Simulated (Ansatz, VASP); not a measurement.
# PtSe2 in two plane-wave programs, part 2 of 2

Aim: how closely do two programs agree when they are given the same cell, functional and k mesh? The start cell is built, not measured: As first built, before any earlier steps moved the atoms: it takes the PtS2 structure with some of its atoms replaced by other elements, volume scaled by an estimate. The cell comes out of the VASP series on this material, whose earlier steps may have relaxed, scaled or displaced it; both programs get it as it stands.

VASP 6.6.1 and Ansatz 0.2.0.

So far: The structure; VASP: band structure, HSE03.

**3. Ansatz: band structure, HSE03**

Level of this step: Ansatz beside VASP: Kohn-Sham DFT, plane waves, HSE03 (Ansatz).

Ansatz runs on its default PAW (the set named soft_2) files.

The same cell, functional, mesh and smearing now go to Ansatz, which takes its cutoff from its data sets.

input.yaml reads:

```yaml
crystal:
  lattice:
    - [3.7845975877, 0.0, 0.0]
    - [-1.8922987938, 3.2775575, 0.0]
    - [0.0, 0.0, 5.3840240956]
  atoms:
    - { symbol: Pt, position: [0.0, 0.0, 0.0] }
    - { symbol: Se, position: [0.33333333, 0.66666667, 0.2389777842] }
    - { symbol: Se, position: [0.66666667, 0.33333333, 0.7610222158] }
hamiltonian:
  xc: { exchange: pbe, correlation: pbe, exx: { coeff: 0.25, omega: 0.3 } }
  pseudopotentials: { kind: paw }
kpoints:
  mp_grid: { grid: [4, 4, 3] }
  band_path:
    path:
      - [0.0, 0.0, 0.0]
      - [0.4, 0.0, 0.0]
      - [0.4, 0.2, 0.0]
      - [0.33333, 0.33333, 0.0]
      - [0.2, 0.2, 0.0]
      - [0.0, 0.0, 0.1]
      - [0.0, 0.0, 0.5]
      - [0.4, 0.0, 0.5]
      - [0.4, 0.2, 0.5]
      - [0.2, 0.2, 0.5]
      - [0.5, 0.0, 0.4]
      - [0.33333, 0.33333, 0.0]
      - [0.33333, 0.33333, 0.5]
    npoints: 1
scf:
  occupations: { method: gaussian, width: 0.02 }
  n_extra_bands: 7
output:
  forces: true
  stress: true
  eigenvalues: true
```

Launch:

```bash
$ ansatz run input.yaml --threads 4 --pin off --max-ram 9216MiB --backend cpu --events-out ev --progress --plain --runs-dir out
```

Numbers of over 12 decimals in the logs are rounded to 6 here.

Output:

```text
Warning: output.stress: scf.convergence.dr2_threshold = 1e-7 eV (the SCF's general default) is looser than the 3e-10 eV advised for a printed stress (1e-10 eV for each atom of the cell: 3). What an SCF threshold leaves in a stress goes as its square root, and in the free energy as the threshold itself, and one threshold admits the most on a small cell: [figures from the program's tests cut] Set scf.convergence.dr2_threshold to 3e-10 eV or tighter. The threshold is an SCF's pass mark: one that does not reach it within its budget of iterations ends unconverged, or closes short of it on a stop that the run arms, and scf.convergence.dr2_threshold's page says what that costs each kind of run
Warning: output.stress: scf.exx.energy_threshold = 1e-6 eV is looser than the 3e-8 eV advised for a stress under a hybrid functional (1e-8 eV for each atom of the cell: 3). Every SCF of the exchange loop can meet its threshold on dr2 while the loop round them stops early: no threshold on dr2 bounds what that leaves in the stress. Set scf.exx.energy_threshold to 3e-8 eV or tighter. The threshold is the loop's pass mark: a loop that does not reach it within its budget of cycles ends unconverged, and scf.exx.energy_threshold's page has the law
scf.n_extra_bands = 7 over 25 filled bands (N_el = 50.0): the run solves 32 bands
Engine: ansatz 0.2.0, aarch64-unknown-linux-gnu
Pseudopotentials: kind: paw
Pseudopotential: Pt, paw, valence charge 18, recommended cutoff 420 eV (normal), Pt.paw.azcp
Pseudopotential: Se, paw, valence charge 16, recommended cutoff 420 eV (normal), Se.paw.azcp
Functional definition: unnamed
  parameter a_1 = 0.25
  parameter omega_1 = 0.3/angstrom
  exchange = pbe_x + (-a_1)*pbe_x_sr(omega_1) + a_1*exact_x_sr(omega_1)
  correlation = pbe_c
Crystal: 3 atoms, lattice volume = 66.785 Å³
Basis set: ecut = 420 eV, 1277 PW (Γ), exchange–correlation on 54×54×72 points (8 copies of the dense FFT grid, shifted against one another)
Bands: 32, of which v1, the nominal top of the filled ones, is band 25 counted from 1 (24 counted from 0)
Symmetry: 12 space group operations
Space group: P-3m1 (ITA 164), of the structure as read, at distance tolerance 4.1e-5 Å
k-points: 9 of 48
Non-local potential: Pt, projectors of the file, l = 0: 3, l = 1: 2, l = 2: 2, l = 3: 1
Non-local potential: Se, projectors of the file, l = 0: 2, l = 1: 2, l = 2: 3, l = 3: 1
PAW form: soft (Blöchl's): semilocal exchange-correlation on the pseudo side does not see the compensation charge
PAW frozen core: Pt, regenerated for the run's functional, and the local potential with it (the file was generated under x = pbe(κ = 0.804, μ = 0.219515), c = pbe(β = 0.066725))
PAW frozen core: Se, regenerated for the run's functional, and the local potential with it (the file was generated under x = pbe(κ = 0.804, μ = 0.219515), c = pbe(β = 0.066725))
PAW one-centre angular grid: Pt, 590 points (default); XC on 64 Gauss nodes
PAW one-centre angular grid: Se, 590 points (default); XC on 64 Gauss nodes
Initial density: superposition of atomic densities (neutral atoms: chi_scale 0, normalization atom), corrected by the library's trained network
Initial wavefunctions: pseudopotential atomic-orbital guess
Functional: x = pbe(κ = 0.804, μ = 0.219515), c = pbe(β = 0.066725), warm-up for x = pbe(κ = 0.804, μ = 0.219515) + 0.25 (exact − pbe) at short range (hse, ω = 0.3 Å⁻¹), c = pbe(β = 0.066725)
SCF iter   1: F=—  HF=-23462.376309 eV  |F-HF|=—  |Δ(HF+E_count)|=         —  Δρ=5.08e-3  dr2=1.89e-2  ethr=1.77e-3  ⟨swp⟩=8.6  Hψ=1196  notcnv=0
preconditioner: auto → Kerker (q_TF=auto, 2.600 Å⁻¹)  [metal: Δε(μ)=0.023 eV  Ē_g=11.138 eV  σ=0.020 eV  W_gap=0.49  n_scr=22 (ndim 8)  ℏωp=21.3 eV  f_vac=0.075  D(μ)=3.59/eV (n_scr^D=34)]
iter 2 solved again at ethr=2.82e-6 eV; its pass at ethr=3.78e-5 eV (dr2=1.41e-3 eV) is discarded
SCF iter   2: F=—  HF=-23462.373842 eV  |F-HF|=—  |Δ(HF+E_count)|=   2.47e-3  Δρ=1.33e-3  dr2=1.41e-3  ethr=2.82e-6  ⟨swp⟩=2.3  Hψ=1226  notcnv=0  defer=1
preconditioner: auto → none  [insulator: Δε(μ)=0.623 eV  Ē_g=11.145 eV  σ=0.020 eV  W_gap=0.83  n_scr=22 (ndim 8)  ℏωp=21.3 eV  f_vac=0.075  D(μ)=4.45/eV (n_scr^D=40)]
SCF iter   3: F=—  HF=-23462.374077 eV  |F-HF|=—  |Δ(HF+E_count)|=   2.35e-4  Δρ=8.54e-4  dr2=8.34e-4  ethr=2.82e-6  ⟨swp⟩=3.2  Hψ=664  notcnv=0  defer=1
SCF iter   4: F=—  HF=-23462.374038 eV  |F-HF|=—  |Δ(HF+E_count)|=   3.84e-5  Δρ=3.33e-4  dr2=2.84e-5  ethr=1.67e-6  ⟨swp⟩=3.0  Hψ=575  notcnv=0
SCF iter   5: F=—  HF=-23462.374137 eV  |F-HF|=—  |Δ(HF+E_count)|=   9.92e-5  Δρ=1.16e-4  dr2=1.04e-5  ethr=5.68e-8  ⟨swp⟩=4.0  Hψ=769  notcnv=0
SCF iter   6: F=—  HF=-23462.374141 eV  |F-HF|=—  |Δ(HF+E_count)|=   3.21e-6  Δρ=2.30e-5  dr2=3.25e-7  ethr=2.09e-8  ⟨swp⟩=3.0  Hψ=551  notcnv=0
SCF iter   7: F=—  HF=-23462.374141 eV  |F-HF|=—  |Δ(HF+E_count)|=   2.38e-7  Δρ=4.38e-6  dr2=1.34e-8  ethr=6.50e-10  ⟨swp⟩=3.3  Hψ=619  notcnv=0
SCF iter   8: F=—  HF=-23462.374141 eV  |F-HF|=—  |Δ(HF+E_count)|=   1.36e-8  Δρ=2.06e-6  dr2=4.37e-9  ethr=2.68e-11  ⟨swp⟩=3.4  Hψ=675  notcnv=0
SCF iter   9: F=-23462.374141 eV  HF=-23462.374141 eV  |F-HF|=1.82e-10  |Δ(HF+E_count)|=  8.00e-11  Δρ=5.22e-7  dr2=2.50e-10  ethr=8.74e-12  ⟨swp⟩=3.0  Hψ=539  notcnv=0
SCF 1 converged in 9 iterations: F = -23462.374141 eV  dr2 = 2.50e-10
[...]
Frozen-core exchange: fock
[...]
preconditioner: auto → none  [insulator: Δε(μ)=0.041 eV  Ē_g=12.395 eV  σ=0.020 eV  W_gap=0.80  n_scr=22 (ndim 8)  ℏωp=21.3 eV  f_vac=0.075  D(μ)=1.87/eV (n_scr^D=20)]
[...]
SCF iter   5: F=—  HF=-23467.526848 eV  |F-HF|=—  |Δ(HF+E_count)|=   6.74e-5  Δρ=2.73e-4  dr2=3.14e-5  ethr=6.38e-7  ⟨swp⟩=3.1  Hψ=636  notcnv=0
SCF iter   6: F=-23467.526848 eV  HF=-23467.526849 eV  |F-HF|=4.52e-7  |Δ(HF+E_count)|=   6.91e-7  Δρ=3.14e-5  dr2=4.83e-7  ethr=5.26e-8  ⟨swp⟩=3.9  Hψ=627  notcnv=0
SCF 2 stopped early in 6 iterations: F = -23467.526848 eV  dr2 = 4.83e-7
  Residual-converged pass: ⟨swp⟩=4.0  Hψ=910  notcnv=0  max |occ|·‖R‖ = 6.2e-6 eV (tolerance 6.7e-6 eV)  dr2=4.67e-7  dr2_onsite=2.04e-7  max |Δocc| = 3.7e-10
hybrid outer 1: dexx = +1.672e-2 eV, tail = 1.77e-4 eV
Exchange kernel: α = 0.2500, screened, ω = 0.3000 Å⁻¹, Wigner–Seitz truncation, v(0) = 502.3421 eV·Å³, q-mesh 4×4×3, nearest image of the exchange supercell L = 15.14 Å, pair-density grid 15×15×24, without the augmentation charges, whose exchange is taken in its separable form by FFT convolution over the k-point mesh (sized by the pseudopotential files, 24×24×36 at the most), smooth part of the exact exchange by density-matrix convolution
Frozen-core exchange: fock
SCF iter   1: F=—  HF=-23467.527280 eV  |F-HF|=—  |Δ(HF+E_count)|=         —  Δρ=7.68e-5  dr2=8.28e-7  ethr=1.77e-6  ⟨swp⟩=5.0  Hψ=619  notcnv=0
preconditioner: auto → none  [insulator: Δε(μ)=0.131 eV  Ē_g=12.408 eV  σ=0.020 eV  W_gap=1.00  n_scr=22 (ndim 8)  ℏωp=21.3 eV  f_vac=0.080  D(μ)=0.00/eV (n_scr^D=0)]
SCF iter   2: F=—  HF=-23467.527283 eV  |F-HF|=—  |Δ(HF+E_count)|=   2.40e-6  Δρ=4.94e-5  dr2=3.78e-7  ethr=1.58e-9  ⟨swp⟩=4.1  Hψ=957  notcnv=0
SCF iter   3: F=—  HF=-23467.527283 eV  |F-HF|=—  |Δ(HF+E_count)|=   2.92e-9  Δρ=2.18e-5  dr2=6.77e-8  ethr=7.47e-10  ⟨swp⟩=3.1  Hψ=541  notcnv=0  defer=2
SCF iter   4: F=—  HF=-23467.527283 eV  |F-HF|=—  |Δ(HF+E_count)|=   2.02e-8  Δρ=9.65e-6  dr2=1.20e-7  ethr=1.35e-10  ⟨swp⟩=3.6  Hψ=661  notcnv=0  defer=2
SCF iter   5: F=—  HF=-23467.527283 eV  |F-HF|=—  |Δ(HF+E_count)|=   2.87e-8  Δρ=2.35e-6  dr2=4.20e-9  ethr=1.35e-10  ⟨swp⟩=3.2  Hψ=594  notcnv=0  defer=2
SCF iter   6: F=-23467.527283 eV  HF=-23467.527283 eV  |F-HF|=3.64e-11  |Δ(HF+E_count)|=   1.15e-9  Δρ=3.49e-7  dr2=5.07e-11  ethr=8.15e-12  ⟨swp⟩=3.6  Hψ=664  notcnv=0  defer=2
SCF 3 converged in 6 iterations: F = -23467.527283 eV  dr2 = 5.07e-11
  Residual-converged pass: ⟨swp⟩=3.8  Hψ=802  notcnv=0  max |occ|·‖R‖ = 2.6e-7 eV (tolerance 2.7e-7 eV)  dr2=5.21e-11  dr2_onsite=4.44e-11  max |Δocc| = 9.9e-14
hybrid outer 2: dexx = +1.019e-6 eV, tail = 5.92e-8 eV, Δε = 1.24e-3 eV (about 4.12e-5 eV left of the loop's levels), ΔF = 1.21e-2 eV/Å (tail 1.90e-3)
Exchange kernel: α = 0.2500, screened, ω = 0.3000 Å⁻¹, Wigner–Seitz truncation, v(0) = 502.3421 eV·Å³, q-mesh 4×4×3, nearest image of the exchange supercell L = 15.14 Å, pair-density grid 15×15×24, without the augmentation charges, whose exchange is taken in its separable form by FFT convolution over the k-point mesh (sized by the pseudopotential files, 24×24×36 at the most), smooth part of the exact exchange by density-matrix convolution
Frozen-core exchange: fock
SCF iter   1: F=—  HF=-23467.527283 eV  |F-HF|=—  |Δ(HF+E_count)|=         —  Δρ=4.35e-6  dr2=3.55e-9  ethr=5.92e-10  ⟨swp⟩=7.1  Hψ=713  notcnv=0
SCF iter   2: F=-23467.527283 eV  HF=-23467.527283 eV  |F-HF|=1.16e-9  |Δ(HF+E_count)|=   1.45e-9  Δρ=2.42e-6  dr2=1.53e-9  ethr=6.39e-12  ⟨swp⟩=4.2  Hψ=694  notcnv=0  defer=2
SCF 4 converged in 2 iterations: F = -23467.527283 eV  dr2 = 1.53e-9
  Residual-converged pass: ⟨swp⟩=3.9  Hψ=722  notcnv=0  max |occ|·‖R‖ = 2.5e-7 eV (tolerance 2.7e-7 eV)  dr2=1.53e-9  dr2_onsite=8.78e-11  max |Δocc| = 1.8e-14
hybrid outer 3: dexx = +2.318e-9 eV, tail = 3.29e-9 eV, Δε = 1.55e-4 eV (about 4.74e-5 eV left of the loop's levels), ΔF = 6.14e-4 eV/Å (tail 3.24e-4)
NSCF: frozen V_eff on 13 k-points
hybrid SCF converged: 3 outer / 14 inner (+9 warm-up), last move |dexx| = 2.32e-9 eV, tail = 3.29e-9 eV
Stability not checked: this state was not tested for a lower state beside it, because the functional holds exact exchange (a hybrid, or Hartree-Fock), whose exchange loop this test does not read (fock_operator; see scf.lower_state_search)
Free energy (F): -23467.527283 eV
Frozen-core exchange: fock
Harris-Foulkes:  -23467.527283 eV  (|F-HF|=1.16e-9)
Internal energy: -23467.527283 eV  (E = F + TS)
E sigma→0 (E₀):  -23467.527283 eV
Entropy (-TS):   -0.000000 eV (-0.000 meV/atom)
Fermi energy:    11.490087 eV
--- Per-component energies (eV) ---
  E_band       = -1168.123694
  E_kinetic    = 869.724102
  E_local      = -7309.368813  (includes V_loc(G=0)·N_el)
  E_nonlocal   = -990.314376
  E_hartree    = 3372.221754
  E_xc         = -380.573601
  E_vxc        = -400.565267  (∫ρ·V_xc dr)
  E_exx        = -191.243342  (= α·E_x^exact, valence–valence)
  E_paw        = -13176.129447  (= ΣΔE_a)
  E_vpaw       = 300.446572  (= ΣTr[D̂ρ^β])
  E_aug_tail   = -0.001021  (compensation charges beyond the density's cutoff)
  E_ewald      = -5657.669585
  E_core_change = -4.172954  (= ΣΔE_core)
  E_smearing   = -0.000000  (= −TS)
  E_closure    = 0.000001  (closes the sum)
  Σ components = -23467.527283   (vs F -23467.527283, Δ=0.00e0)
--- Forces (eV/Å), atoms counted from 1 ---
  atom   1  Pt    -0.00000000    -0.00000000     0.00000000
  atom   2  Se     0.00000000    -0.00000000    -0.41602284
  atom   3  Se    -0.00000000     0.00000000     0.41602284
  max |Σ_I F_I| component: 1.16e-18 eV/Å
--- Stress (GPa, compression-positive) ---
       -4.327860       0.000000       0.000000
        0.000000      -4.327860      -0.000000
        0.000000      -0.000000      -2.524697
  P = ⅓ Tr σ = -3.7268 GPa (-37.268 kbar)
--- Band table (eV; the first three rows and the last of 9) ---
  k-point 0: bands = [... 21 lower, 8.2505, 10.1695, 10.1695, 11.4273, 13.2000, 13.2000, 15.7117, 15.7859, ... 3 higher]
  k-point 1: bands = [... 21 lower, 8.3548, 9.7924, 9.9612, 9.9612, 13.6244, 13.6244, 16.2708, 17.3431, ... 3 higher]
  k-point 2: bands = [... 21 lower, 7.4537, 8.8649, 9.4015, 10.0719, 12.6805, 13.3512, 16.6279, 18.1688, ... 3 higher]
  k-point 8: bands = [... 21 lower, 7.2212, 7.8974, 8.5142, 9.1814, 12.3535, 13.2550, 17.3813, 18.4381, ... 3 higher]
```

Elapsed: 28 s, on 4 threads of Arm Neoverse V2, shared host; peak memory 0.89 GiB; 1.7 min of CPU time.

The column dr2 measures how far the density is from self-consistency, as an energy; F and HF (Harris–Foulkes) agree once it is small.

**4. Side by side**

Known differences besides the PAW data sets themselves: exact exchange at q = 0 is treated differently, which shows on coarse meshes; VASP keeps PBE cores, Ansatz makes them for the functional; the data sets hold 50 valence electrons in Ansatz (default PAW (the set named soft_2) files) and 22 in VASP; the cutoff is 420 eV in Ansatz and 400 eV in VASP; VASP takes a coarser grid for exact exchange (PRECFOCK = Fast). Total energies have different zeros and are not compared.

The two programs side by side:

| quantity | Ansatz | VASP | difference |
| --- | --- | --- | --- |
| gap over the path points (eV) | 0.295 | 0.284 | +0.011 |

Forces (eV/Å; atoms numbered as in POSCAR):

```csv
atom,"Ansatz x, y, z","VASP x, y, z"
Pt1,"0.000, 0.000, 0.000","0.000, 0.000, 0.000"
Se2,"0.000, 0.000, -0.416","0.000, 0.000, -0.426"
Se3,"0.000, 0.000, 0.416","0.000, 0.000, 0.426"
```

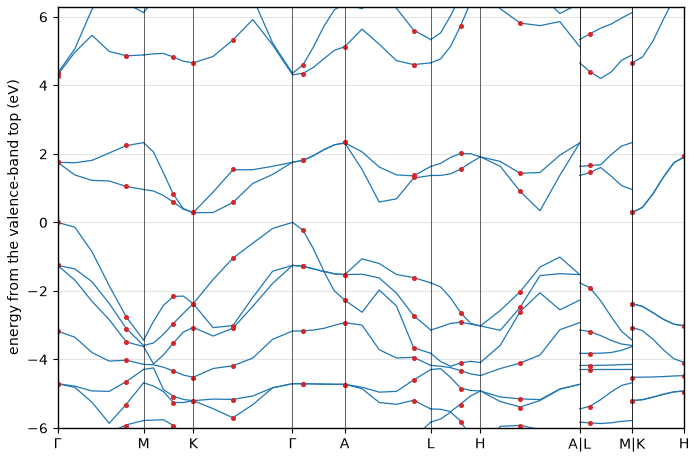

Bands from VASP (lines) and levels from Ansatz (dots). Dots without a line are higher empty bands that the VASP plot leaves out.

Levels at points of the path, from each program's valence-band top (eV; 4 filled, then empty):

| k (reciprocal lattice) | Ansatz | VASP |
| --- | --- | --- |
| 0.000 0.000 0.000 | -3.18 -1.26 -1.26 0.00 1.77 1.77 4.28 | -3.17 -1.25 -1.25 0.00 1.76 1.76 4.31 |
| 0.400 0.000 0.000 | -4.03 -3.50 -3.10 -2.77 1.06 2.26 4.87 | -4.02 -3.49 -3.10 -2.76 1.05 2.24 4.86 |
| 0.400 0.200 0.000 | -4.34 -3.53 -2.96 -2.16 0.61 0.83 4.83 | -4.33 -3.52 -2.95 -2.16 0.59 0.82 4.83 |
| 0.333 0.333 0.000 | -4.53 -3.07 -2.37 -2.37 0.29 0.29 4.65 | -4.52 -3.06 -2.37 -2.37 0.28 0.28 4.66 |
| 0.200 0.200 0.000 | -4.19 -3.10 -3.02 -1.04 0.59 1.55 5.33 | -4.18 -3.09 -3.01 -1.04 0.58 1.53 5.33 |
| 0.000 0.000 0.100 | -3.17 -1.29 -1.29 -0.23 1.83 1.83 4.33 | -3.17 -1.28 -1.28 -0.23 1.81 1.81 4.35 |
| 0.000 0.000 0.500 | -2.93 -2.27 -1.53 -1.53 2.34 2.34 5.11 | -2.93 -2.27 -1.52 -1.52 2.32 2.32 5.13 |
| 0.400 0.000 0.500 | -3.94 -3.67 -2.72 -1.62 1.32 1.37 4.60 | -3.94 -3.66 -2.72 -1.61 1.29 1.36 4.61 |
| 0.400 0.200 0.500 | -4.34 -4.11 -2.92 -2.64 1.57 2.04 5.74 | -4.33 -4.11 -2.92 -2.63 1.55 2.01 5.74 |
| 0.200 0.200 0.500 | -4.11 -2.60 -2.48 -2.03 0.92 1.45 5.83 | -4.11 -2.60 -2.48 -2.02 0.90 1.43 5.82 |

The forces differ by 4.9 meV/Å r.m.s., which is 2.4 % of the r.m.s. force of 0.20 eV/Å (both taken over all components). Among the levels compared (up to four filled and three empty ones at each point), filled levels agree within 14 meV and empty ones within 28 meV.

**5. Results**

| Item | Value |
| --- | --- |
| difference in gap over the path points (band structure, HSE03) | 0.011 eV |
| r.m.s. force difference (band structure, HSE03) | 2.4 % of the r.m.s. force |

In words: The r.m.s. force difference is 2.4 % of the r.m.s. force (band structure, HSE03), within the 3 % picked in this series as the mark of a large difference. How closely two codes agree says nothing of how well the functional describes the real material.

[Lines on the potential files, build, host, timing and source positions are cut from VASP's logs without a mark.]

[Logs are printed without paths, hosts, clocks, repeated set-up lines and the standing remarks that a program may print on its own settings, such as how far it seeks lower states.]

[Hosts, paths, dates, database ids (printed as entryN), source tags and the programs' standing remarks are cut or masked in the printed files.]
